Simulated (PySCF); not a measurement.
**AlNH2ClF (SMILES [NH2][Al]([F])[Cl]): levels of theory compared**

Wanted: a comparison of 6 runs (HF/STO-3G, HF/3-21G, B3LYP/6-31G*, B2PLYP/aug-cc-pVDZ, wB97M-V/aug-cc-pVDZ, SCS-MP2/aug-cc-pVDZ) of AlNH2ClF. The job is set up through a Python script.

Program for the calculation: PySCF 2.14.0.

2 further runs of the same task are left out: 2 set aside as unsound or not needed.

### 1 Starting point

AlNH2ClF has 6 atoms, charge 0, and is taken as a singlet. SMILES: `[NH2][Al]([F])[Cl]`. The shape is that of a PBE0-D4/def2-TZVP optimisation.

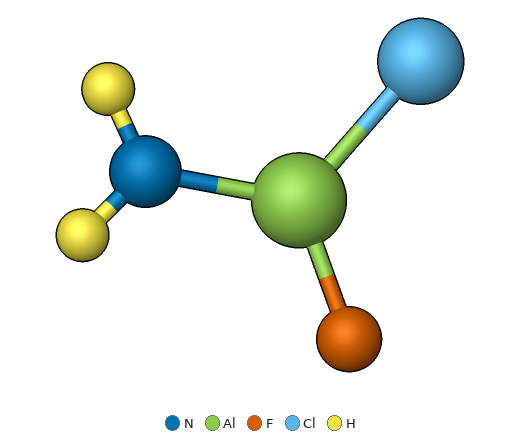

Viewed from a chosen angle; nitrogen blue, aluminium green, fluorine orange, chlorine blue, hydrogen yellow.

### 2 The energy at HF/STO-3G (run 1)

input.py

```python
from pyscf import gto

mol = gto.Mole()
mol.atom = '''
N       -0.112300       0.982600      -0.025800
Al       0.152500      -0.739100       0.092300
F        1.041800      -1.345500       1.331100
Cl      -0.641100      -2.049400      -1.313600
H        0.246300       1.661500       0.624800
H       -0.645100       1.426000      -0.754900
'''
mol.max_memory = 1860
mol.basis = 'sto-3g'
mol.spin = 0
mol.verbose = 3
mol.charge = 0
mol.build()

mf = mol.RHF()
mf.conv_tol = 1e-10
mf.kernel()
if not mf.converged:
    mf = mf.newton().run(mf.mo_coeff, mf.mo_occ)

etot = mf.e_tot
print(f'total energy: {etot:.8f} hartree')
```

On the command line:

```
$ OMP_NUM_THREADS=1 python input.py
```

What it wrote:

```text
converged SCF energy = -846.710181043109
total energy: -846.71018104 hartree
```

Run time: 1.2 s. Hardware: 1 thread of Intel Xeon at 2.70GHz, shared host; peak memory 0.12 GiB.

### 3 The energy at HF/3-21G (run 2)

job.py

```python
from pyscf import gto

mol = gto.M(
    atom=[
    ('N', (-0.112300, 0.982600, -0.025800)),
    ('Al', (0.152500, -0.739100, 0.092300)),
    ('F', (1.041800, -1.345500, 1.331100)),
    ('Cl', (-0.641100, -2.049400, -1.313600)),
    ('H', (0.246300, 1.661500, 0.624800)),
    ('H', (-0.645100, 1.426000, -0.754900)),
],
    basis='3-21g',
    spin=0,
    max_memory=1860,
    verbose=4,
)

calc0 = mol.RHF()
calc0.conv_tol = 1e-10
calc0.kernel()
if not calc0.converged:
    calc0 = calc0.newton().run(calc0.mo_coeff, calc0.mo_occ)

e_tot = calc0.e_tot
print('E = %.10f Eh' % e_tot)
```

On the command line:

```
$ OMP_NUM_THREADS=1 python job.py
```

What it wrote:

```text
PySCF version 2.14.0

[... 60 lines left out ...]
converged SCF energy = -852.298926030453
E = -852.2989260305 Eh
```

Wall time 1.1 s (1 thread of Intel Xeon at 2.70GHz, shared host); peak memory 0.12 GiB.

Runs 3 to 5 aren't shown in full; the table further down has their settings and results.

### 4 A single-point energy at SCS-MP2/aug-cc-pVDZ (run 6)

calc.py

```python
from pyscf import gto, mp

mol = gto.Mole()
mol.atom = [
    ('N', (-0.112300, 0.982600, -0.025800)),
    ('Al', (0.152500, -0.739100, 0.092300)),
    ('F', (1.041800, -1.345500, 1.331100)),
    ('Cl', (-0.641100, -2.049400, -1.313600)),
    ('H', (0.246300, 1.661500, 0.624800)),
    ('H', (-0.645100, 1.426000, -0.754900)),
]
mol.basis = 'aug-cc-pvdz'
mol.verbose = 3
mol.max_memory = 1860
mol.charge = 0
mol.build()

mf = mol.RHF()
mf.conv_tol = 1e-10
mf.kernel()
if not mf.converged:
    mf = mf.newton().run(mf.mo_coeff, mf.mo_occ)

pt = mp.MP2(mf, frozen=12).run()
e_final = mf.e_tot + 1.2 * pt.e_corr_os + pt.e_corr_ss / 3
print(f'total energy: {e_final:.8f} hartree')
```

On the command line:

```
$ OMP_NUM_THREADS=1 python calc.py
```

What it wrote:

```text
converged SCF energy = -856.695333314959
E(RMP2) = -857.289204524704  E_corr = -0.593871209745216
E(SCS-RMP2) = -857.27127051503  E_corr = -0.575937200071528
total energy: -857.27127052 hartree
```

Wall time 4.8 s (1 thread of Intel Xeon at 2.70GHz, shared host); peak memory 0.37 GiB.

### 5 The series

```csv
run,level,integration grid,frozen core orbitals,energy (Eh),dipole moment (D) of the reference,HOMO energy (eV),LUMO energy (eV),wall time
1,HF/STO-3G,–,–,-846.710181,2.96,-8.74,9.31,1.2 s
2,HF/3-21G,–,–,-852.298926,3.45,-11.45,2.68,1.1 s
3,B3LYP/6-31G* (spherical functions),5,–,-858.599609,2.75,-7.49,-0.75,14 s
4,B2PLYP/aug-cc-pVDZ,5,12,-858.267153,2.47,-9.38,-0.32,31 s
5,wB97M-V/aug-cc-pVDZ,5,–,-858.564580,2.44,-10.51,-0.06,2 min
6,SCS-MP2/aug-cc-pVDZ,–,12,-857.271271,2.49,-11.55,0.69,4.8 s
```

### 6 Results

```
                                           quantity          value
                                run 6: total energy  -857.27127 Eh
        run 6: dipole moment (Hartree–Fock density)         2.49 D
         run 6: HOMO energy (Hartree–Fock orbitals)      -11.55 eV
         run 6: LUMO energy (Hartree–Fock orbitals)        0.69 eV
       run 6: HOMO–LUMO gap (Hartree–Fock orbitals)       12.24 eV
run 6: correlation energy (12 core orbitals frozen)     -575.9 mEh
```

**Reading.** Over runs 1, 2, 3, 4, 5 the dipole moment (its size) runs from 2.44 D (wB97M-V/aug-cc-pVDZ) to 3.45 D (HF/3-21G). The two ends differ in method and basis. Over runs 1, 2, 3, 4, 5 the HOMO–LUMO gap runs from 6.73 eV (B3LYP/6-31G*) to 18.05 eV (HF/STO-3G). Totals of different functionals can't be ranked against each other. In run 1 the basis is minimal, so the values are rough. All runs together took 2.9 min, the longest 2 min.
